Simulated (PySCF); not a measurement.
# C4H11NO2Si (SMILES CC(=O)O[SiH2]N(C)C): what the fields show

```xyz
19

C     2.0848    0.1941   -0.3579
C     1.0514    0.8612    0.4992
O     1.2893    1.6401    1.3911
O    -0.1972    0.5082    0.1864
Si   -1.4700    1.2175    1.1227
N    -2.9774    0.6076    0.5744
C    -3.6428    1.1454   -0.5866
C    -3.4957   -0.6624    1.0204
H     1.8823    0.4078   -1.4175
H     2.0174   -0.8966   -0.2308
H     3.0852    0.5449   -0.0816
H    -1.2781    0.7888    2.5302
H    -1.4371    2.6801    0.8722
H    -3.2439    2.1395   -0.8382
H    -3.5252    0.5010   -1.4801
H    -4.7272    1.2585   -0.4021
H    -4.5755   -0.5894    1.2475
H    -2.9855   -0.9901    1.9386
H    -3.3704   -1.4615    0.2635
```

Geometry: PBE0-D3(BJ)/def2-SVP.

Computed with PySCF 2.14.0, PBE0/pcSseg-1, SCF density, gas phase, non-relativistic.

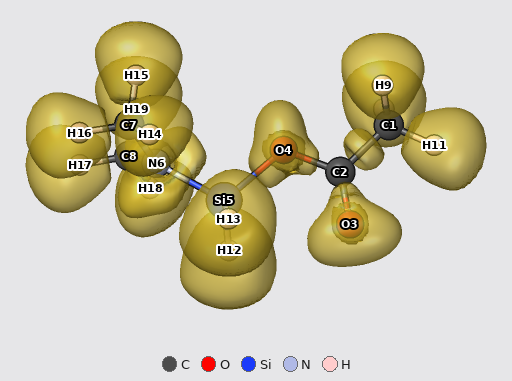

Figure 1. Isosurface of the ELF at 0.75 (yellow), seen from one side. Only the valence region is drawn (cores and ρ < 0.01 e/Å³ removed).

**What do the ELF domains correspond to?**

At this value the surface marks out one region between bonded C–C atoms (shared pairs), eleven regions around hydrogen nuclei, one region on N in which the atom's valence shell and bonds are merged and two regions on O in which the atom's valence shell and bonds are merged. Along the contacts the grid gives the following. C–O (1.21 Å): the ELF peaks at about 0.85 between the atoms: a short, multiple covalent bond. C–N (1.44 Å): the ELF peaks at about 0.95 between the atoms: a shared electron pair.

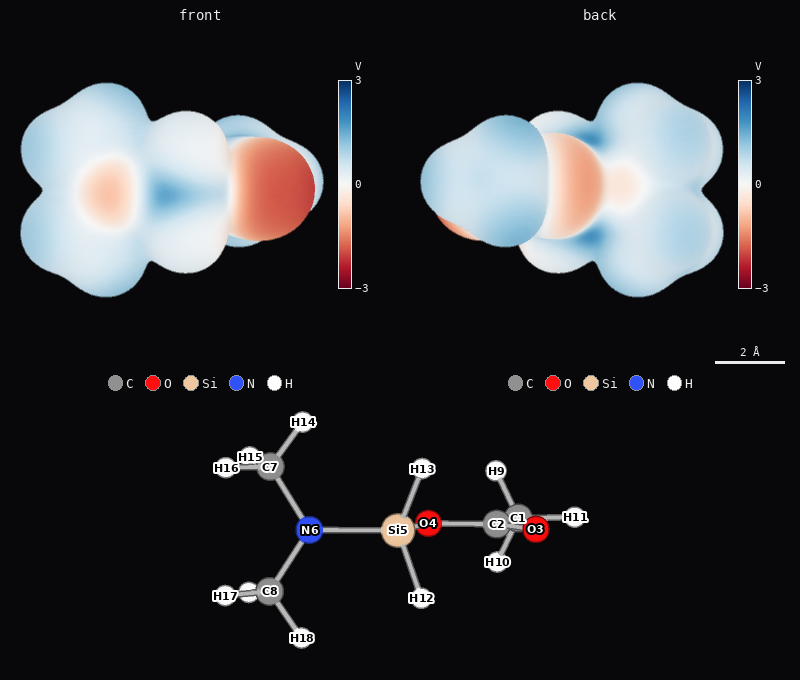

Figure 2. The electrostatic potential painted on the density surface at 0.004 e/bohr³, seen from the front and from behind; red is negative and blue positive. The bare structure is drawn below in the same view.

**Which sites attract a positive test charge, and which a negative one?**

A positive charge is drawn to the negative regions and a negative charge to the positive ones. The most negative region (about −2.0 V) lies over O3, the most positive (about +1.6 V) over Si5. O3 is the likeliest acceptor of a hydrogen bond.

**What dipole moment does the calculation give?**

Its dipole moment is 2.86 D.

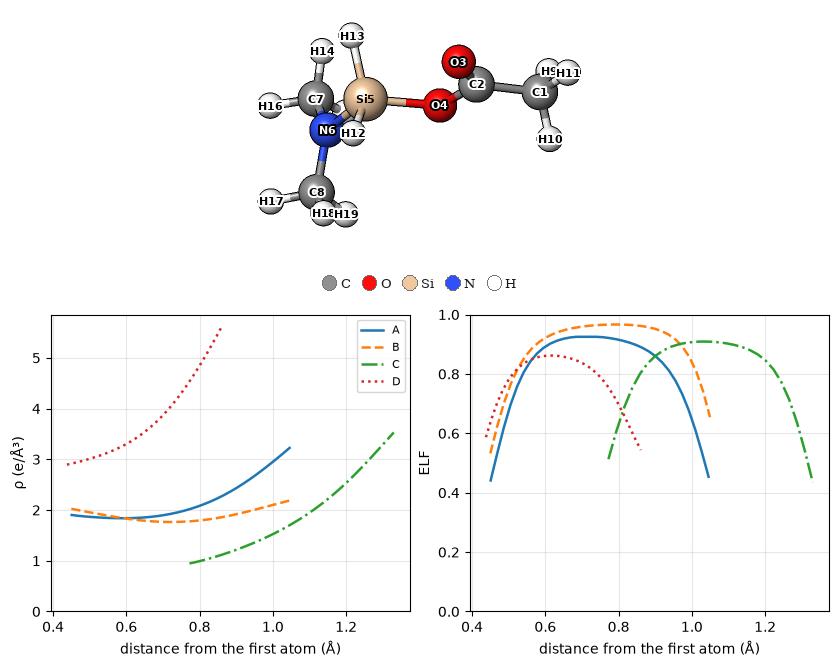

Figure 3. Total electron density and electron localisation function along straight lines between neighbouring atoms. The curves leave out the atomic cores. The structure is drawn too.

**Which curve belongs to which contact (C–C, C–N, C–O and Si–N)? The first atom named is at distance zero.**

Curve A: C–N (1.44 Å): ρ at the midpoint is about 1.9 e/Å³; the ELF peaks at about 0.95 between the atoms (a covalent bond). Curve B: C–C (1.50 Å): the density is about 1.8 e/Å³ at the midpoint; the ELF peaks at about 0.95 between the atoms; a covalent bond. Curve C: Si–N (1.72 Å): the density is about 1.1 e/Å³ at the midpoint; the ELF peaks at about 0.90 between the atoms; a polar covalent bond. Curve D: C–O (1.21 Å): ρ is about 3.3 e/Å³ halfway; the ELF peaks at about 0.85 between the atoms (a short, multiple covalent bond).
